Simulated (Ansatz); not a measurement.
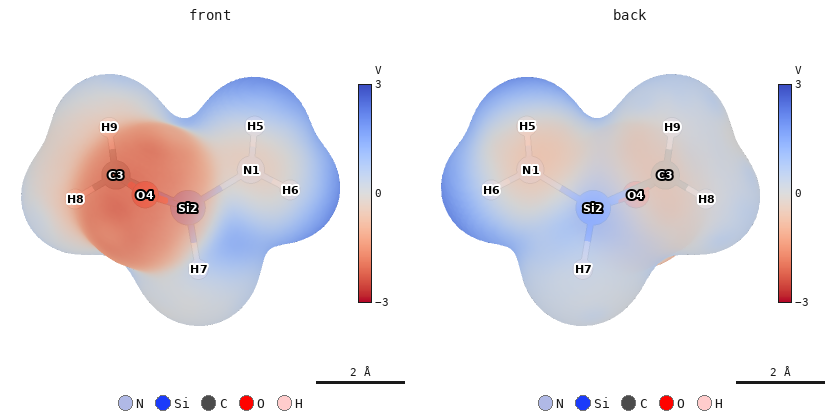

Figure. CH5NOSi (SMILES N[SiH]1CO1). The molecular electrostatic potential painted on the density surface at 0.002 e/bohr³, seen from the front and from behind; red is negative and blue positive.

Level of theory: RKS CAM-B3LYP/def2-SVP in Ansatz.

```xyz
9

N    -0.9046    0.8250    0.7325
Si    0.4173    0.0079    1.4188
C     1.0872    0.3457    3.0670
O     1.8146    0.8112    1.8580
H    -1.2247    1.7324    1.0497
H    -1.2883    0.5660   -0.1682
H     0.5675   -1.2885    0.7299
H     1.6552   -0.3868    3.6574
H     0.7235    1.1756    3.6899
```

Q: Where is the surface potential most negative and most positive?

A: The most negative region (about −2.1 V) lies over O4, the most positive (about +1.9 V) over H6. O4 is the likeliest acceptor of a hydrogen bond.
